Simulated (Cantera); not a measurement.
Charge: 1 mol SO2, 0.045 mol O2, held at 1 atm.

Equilibrium computed with Cantera from the NASA thermochemical tables; the gas is ideal and each condensed phase is pure. Candidate condensed phases: S; 17 gas species. Ions and electrons are included (thermal ionisation). Kinetics and transport are ignored.

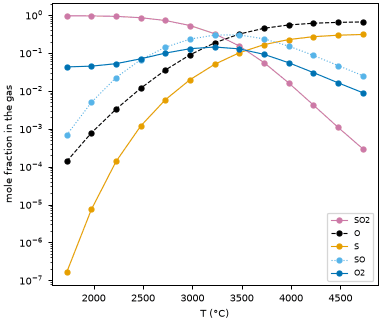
Fig. 1. Equilibrium gas composition (values under 1e-9 drawn at 1e-9)

From 1727 °C to 4727 °C nothing is condensed.
